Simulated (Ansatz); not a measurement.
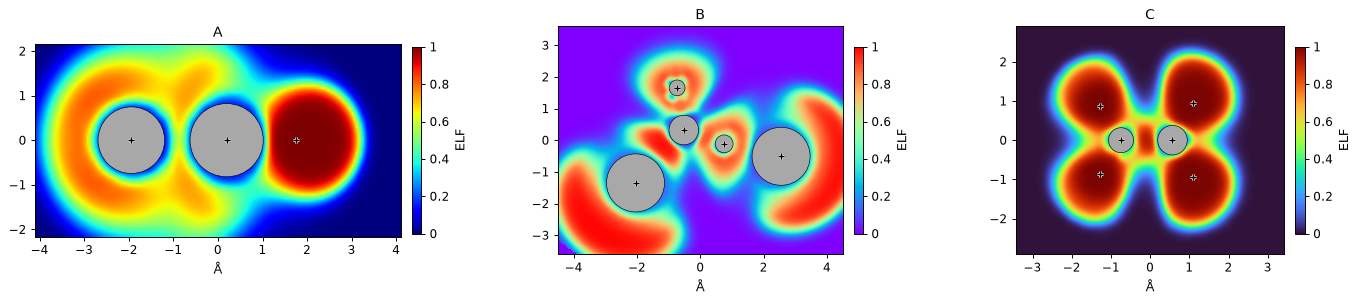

The electron localisation function of 3 systems, each on a plane through atoms (crosses mark nuclei in the plane; grey discs cover the cores).

Level of theory: isolated molecule in a Gaussian basis; Kohn-Sham density functional theory, functional PBE0 in Ansatz 0.2.0.

System 1: BFGa2O, the molecular plane. Geometry: B3LYP-D3(BJ)/def2-SVP.

```xyz
5

B    -0.3418    0.9216    0.6273
F    -1.2809    1.8805    0.7604
Ga   -1.4315   -1.8010   -0.6085
Ga    1.8528    1.0137    1.1619
O    -0.7207   -0.2637    0.1116
```

System 2: AsGeH, a plane that holds the molecular axis. Geometry: BLYP-D3(BJ)/def2-SVP.

```xyz
3

As    0.0000    0.0000   -1.9426
Ge    0.0000    0.0000    0.1951
H     0.0000    0.0000    1.7475
```

System 3: CH4NZn (charge +1), the plane of atoms H6, N2 and H7. Geometry: PBE0-D3(BJ)/def2-SVP.

```xyz
7

C    -1.0450   -0.1186    0.1583
N    -0.4747    0.2044   -0.9846
Zn    0.4039   -1.0715    1.8699
H    -1.3078    0.6931    0.8427
H    -1.6578   -1.0242    0.1828
H    -0.0393    1.1122   -1.1257
H    -0.3623   -0.4728   -1.7347
```

Question: Match each panel to its system.

Answer: Panel A is system 2, AsGeH: the plane holds As, Ge and H. Ge–As (2.14 Å): the ELF reaches about 0.60 near the midpoint. Panel B is system 1, BFGa2O: the plane holds B, F, Ga and O. B–O (1.35 Å): the ELF peaks at about 0.90 between the atoms, as expected for a polar covalent bond. Panel C is system 3, CH4NZn: the plane holds C, N and H. C–N (1.32 Å): the ELF peaks at about 0.90 between the atoms: a covalent bond.
